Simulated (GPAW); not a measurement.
# Surface energies of W: faces and functionals

Which face of W costs least to make, and how far does the functional move the answer?

How it was computed: GPAW 26.7.0, plane waves at 450 eV with PAW setups; symmetric 1×1 slabs cut at the tabulated lattice constant (two decimals; low-temperature values for the alkali metals), atoms at bulk places, 7.5 Å of vacuum on each side, one in-plane mesh for all thicknesses, Fermi-Dirac smearing of 0.1 eV. Energies are extrapolated to zero smearing and count from the program's reference atoms. Each γ comes from a line through the energies of slabs of six layers and more, E(n) = nε + 2Aγ.

Results:

```
 face  area an atom (Å²)  γ LDA (J/m²)  γ PBE (J/m²)  γ RPBE (J/m²)
(110)               7.06          3.79          3.26           3.06
(100)               9.99          4.83          4.23           4.00
```

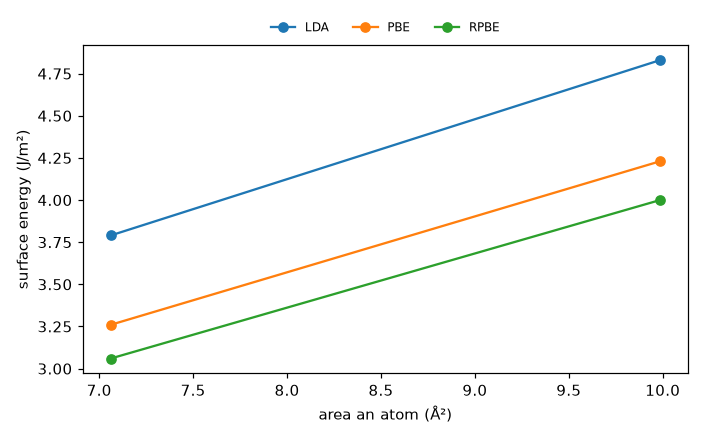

Surface energy against the openness of the face.

**Answer.** With PBE the surface energy runs from 3.26 J/m² on (110) to 4.23 J/m² on (100). The densest face, (110), is the cheapest. Per surface atom the cost is 1.44 eV on (110) and 2.63 eV on (100), rising as the faces open up and each atom loses more neighbours. On every face the functionals order as LDA > PBE > RPBE, by 0.73 to 0.83 J/m² from first to last: the stronger the gradient correction to exchange, the less a surface costs.

**Limits.** The surfaces are unrelaxed and unreconstructed; relaxation lowers the open faces most. All functionals use the tabulated lattice constant. Faces whose energies scatter by over 20 meV about the line were left out.

[Logs are printed without paths, hosts, clocks, repeated set-up lines and the standing remarks that a program may print on its own settings, such as how far it seeks lower states.]
